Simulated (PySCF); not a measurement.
## Two runs on C2H10OSi2

System: C2H10OSi2.
Method of run 1: GIAO PBE0/STO-3G NMR shielding, non-relativistic, gas phase (PySCF 2.14.0).

The geometry comes from this level: PBE0-D3(BJ)/def2-SVP. Text and figures count atoms from 1; the logs count them from 0 in places.

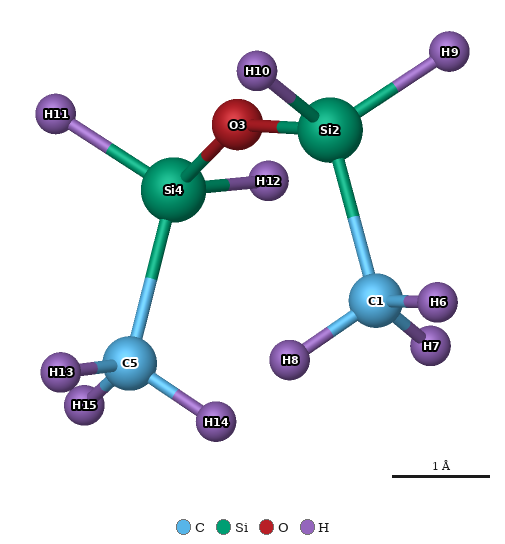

The structure (ball-and-stick view, seen at a tilt; atoms are numbered from 1 in the order of the input). Bond lengths as drawn: C–H 1.10 Å, C–Si 1.87 Å, H–Si 1.49 to 1.50 Å and O–Si 1.66 Å.

### Input file, run 1
```
{"job": {"kind": "nmr", "xc": "PBE0", "basis": "STO-3G", "pop": true}, "charge": 0, "multiplicity": 1}
C     -1.831384     1.001341     0.295292
Si    -1.470463    -0.721194     0.932071
O      0.037562    -1.225812     0.472195
Si     1.411330    -1.099123    -0.443738
C      1.893211     0.693413    -0.682668
H     -2.838018     1.319900     0.610298
H     -1.795091     1.034682    -0.804899
H     -1.105411     1.730540     0.687245
H     -2.484427    -1.682123     0.399814
H     -1.534494    -0.737818     2.424453
H      2.502861    -1.835145     0.260236
H      1.180360    -1.741968    -1.775033
H      2.055938     1.189130     0.286984
H      1.110453     1.246053    -1.225228
H      2.825972     0.767996    -1.264192
```

The first line tells a small driver script what to run in PySCF; the rest is the geometry in Å.

Launched with:
```bash
OMP_NUM_THREADS=1 python <driver script> task.json out
```

Hardware: 1 CPU thread, shared host.

### Output (run 1)
```
coarse grid: 12712 points
cycle   1  E = -727.2850545929  dE = -7.997e-02  |g| = 6.475e-01  |ddm| = 4.313e+00
cycle   2  E = -727.1555866044  dE =  1.295e-01  |g| = 1.020e+00  |ddm| = 2.291e+00
cycle   3  E = -727.4351231830  dE = -2.795e-01  |g| = 9.286e-02  |ddm| = 1.383e+00
cycle   4  E = -727.4375175384  dE = -2.394e-03  |g| = 3.315e-02  |ddm| = 1.688e-01
cycle   5  E = -727.4378646640  dE = -3.471e-04  |g| = 3.436e-03  |ddm| = 5.219e-02
cycle   6  E = -727.4378692662  dE = -4.602e-06  |g| = 5.553e-04  |ddm| = 6.344e-03
final grid: 111200 points
cycle   7  E = -727.3926461777  dE = -2.638e-06  |g| = 4.523e-03  |ddm| = 1.351e-02
cycle   8  E = -727.3926446182  dE =  1.560e-06  |g| = 5.046e-03  |ddm| = 1.357e-02
cycle   9  E = -727.3926525524  dE = -7.934e-06  |g| = 3.225e-04  |ddm| = 7.413e-03
cycle  10  E = -727.3926525851  dE = -3.275e-08  |g| = 1.465e-05  |ddm| = 4.644e-04
cycle  11  E = -727.3926525852  dE = -8.913e-11  |g| = 6.322e-06  |ddm| = 4.149e-05
converged SCF energy = -727.3926525852

GIAO shielding tensors (ppm)
atom      isotropic    diamagn.    paramagn.     s11        s22        s33       span
  0 C      236.299     248.202     -11.903    229.302    237.487    242.110     12.807
  1 Si     544.675     868.541    -323.866    481.011    522.710    630.305    149.294
  2 O      504.787     382.909     121.878    267.743    606.035    640.583    372.839
  3 Si     544.637     868.624    -323.987    481.466    522.587    629.857    148.391
  4 C      236.286     248.216     -11.930    229.387    237.288    242.185     12.798
  5 H       32.690      29.718       2.972     27.187     28.643     42.241     15.053
  6 H       32.801      32.813      -0.011     27.828     30.470     40.106     12.278
  7 H       32.729      32.970      -0.241     27.408     30.662     40.116     12.708
  8 H       30.192      31.209      -1.017     25.886     27.416     37.274     11.388
  9 H       30.101      31.394      -1.292     25.900     27.339     37.065     11.164
 10 H       30.045      30.923      -0.878     25.731     27.316     37.089     11.358
 11 H       30.304      31.973      -1.669     26.194     27.507     37.210     11.016
 12 H       32.690      32.234       0.455     27.664     29.979     40.426     12.763
 13 H       32.778      33.359      -0.581     27.205     31.126     40.003     12.799
 14 H       32.691      29.744       2.946     27.215     28.636     42.220     15.005
```

For run 2 the input was changed thus:
```diff
-"basis": "STO-3G"
+"basis": "6-31G"
```

How does run 2 compare with run 1?

The total energy of run 2 is 5360.5 kcal/mol lower, which measures the change of basis and not a stability. The HOMO goes from −3.71 to −7.88 eV. The LUMO goes from 6.38 to 0.95 eV. The dipole moment goes from 0.70 to 2.05 D. Of all shieldings, the largest change is that of O3, by −165.9 ppm. The SCF takes 12 iterations against 11. The basis functions go from 43 to 73.

### Output (run 2)
```
coarse grid: 12712 points
cycle   1  E = -735.8593315608  dE =  2.451e-01  |g| = 8.061e-01  |ddm| = 3.249e+00
cycle   2  E = -735.6297190106  dE =  2.296e-01  |g| = 1.333e+00  |ddm| = 1.929e+00
cycle   3  E = -735.9893747606  dE = -3.597e-01  |g| = 1.527e-01  |ddm| = 1.393e+00
cycle   4  E = -735.9947731941  dE = -5.398e-03  |g| = 4.197e-02  |ddm| = 1.769e-01
cycle   5  E = -735.9952263419  dE = -4.531e-04  |g| = 6.032e-03  |ddm| = 4.386e-02
cycle   6  E = -735.9952408851  dE = -1.454e-05  |g| = 3.754e-04  |ddm| = 1.128e-02
cycle   7  E = -735.9952409460  dE = -6.089e-08  |g| = 6.614e-05  |ddm| = 8.557e-04
final grid: 111200 points
cycle   8  E = -735.9351685367  dE = -4.454e-06  |g| = 7.412e-03  |ddm| = 1.440e-02
cycle   9  E = -735.9351546525  dE =  1.388e-05  |g| = 1.097e-02  |ddm| = 1.509e-02
cycle  10  E = -735.9351811952  dE = -2.654e-05  |g| = 1.144e-03  |ddm| = 9.470e-03
cycle  11  E = -735.9351814830  dE = -2.878e-07  |g| = 4.027e-05  |ddm| = 1.008e-03
cycle  12  E = -735.9351814836  dE = -6.607e-10  |g| = 1.619e-05  |ddm| = 1.117e-04
converged SCF energy = -735.9351814836

GIAO shielding tensors (ppm)
atom      isotropic    diamagn.    paramagn.     s11        s22        s33       span
  0 C      197.725     254.740     -57.015    183.670    201.034    208.473     24.803
  1 Si     438.222     878.516    -440.294    384.762    425.563    504.342    119.580
  2 O      338.914     408.023     -69.109    238.455    362.838    415.450    176.995
  3 Si     438.061     878.589    -440.528    383.391    427.178    503.613    120.222
  4 C      197.700     254.706     -57.006    183.427    201.101    208.572     25.145
  5 H       32.576      29.749       2.827     27.908     28.689     41.130     13.222
  6 H       32.088      31.279       0.809     27.995     30.347     37.921      9.925
  7 H       32.047      31.415       0.632     27.614     30.620     37.906     10.292
  8 H       27.292      28.754      -1.461     22.825     25.605     33.447     10.622
  9 H       27.276      28.872      -1.596     22.827     25.565     33.435     10.608
 10 H       27.274      28.851      -1.577     22.768     25.569     33.485     10.717
 11 H       27.312      28.970      -1.657     22.942     25.674     33.321     10.379
 12 H       31.993      30.997       0.997     27.949     29.852     38.179     10.230
 13 H       32.108      31.651       0.456     27.357     31.076     37.890     10.533
 14 H       32.589      29.786       2.803     27.947     28.684     41.136     13.189
```

### The two runs side by side

| quantity | run 1 | run 2 |
| --- | --- | --- |
| outcome | converged | converged |
| total energy (hartree) | −727.392653 | −735.935181 |
| HOMO (eV) | −3.71 | −7.88 |
| LUMO (eV) | 6.38 | 0.95 |
| dipole moment (D) | 0.70 | 2.05 |
| shielding of C1 (ppm) | 236.3 | 197.7 |
| shielding of Si2 (ppm) | 544.7 | 438.2 |
| shielding of O3 (ppm) | 504.8 | 338.9 |
| shielding of Si4 (ppm) | 544.6 | 438.1 |
| shielding of C5 (ppm) | 236.3 | 197.7 |
| shielding of H9 (ppm) | 30.2 | 27.3 |
| shielding of H12 (ppm) | 30.3 | 27.3 |
| SCF iterations | 11 | 12 |
| basis functions | 43 | 73 |
| wall time (shared host) | 2.8 s | 5.3 s |
